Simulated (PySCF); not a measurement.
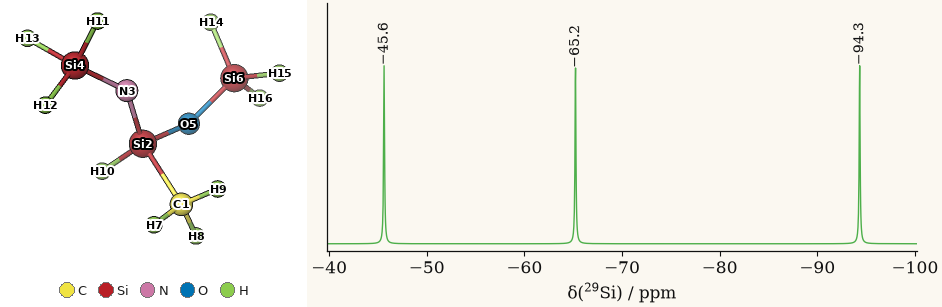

Spectrum and numbered structure of CH₁₀NOSi₃⁻, SMILES C[Si@@H]([N-][SiH3])O[SiH3]. GIAO shifts, PBE0/pcSseg-1, PySCF, at a GFN2-xTB geometry (no frequency check), against TMS for ²⁹Si computed at the same level. Gas phase, fully decoupled, line heights follow the number of nuclei, widths are arbitrary (no quadrupolar broadening); values of one conformer, averaged over methyl-type rotors and exact or near symmetry; other conformers aren't averaged in.

> Which atoms give which ²⁹Si line?

```tsv
δ (ppm)	nuclei	atoms
−45.6	1	Si2
−65.2	1	Si6
−94.3	1	Si4
```

Caveats: the tight-binding geometry is rougher than a DFT one and adds to the error; an anion in a basis that has no diffuse functions.
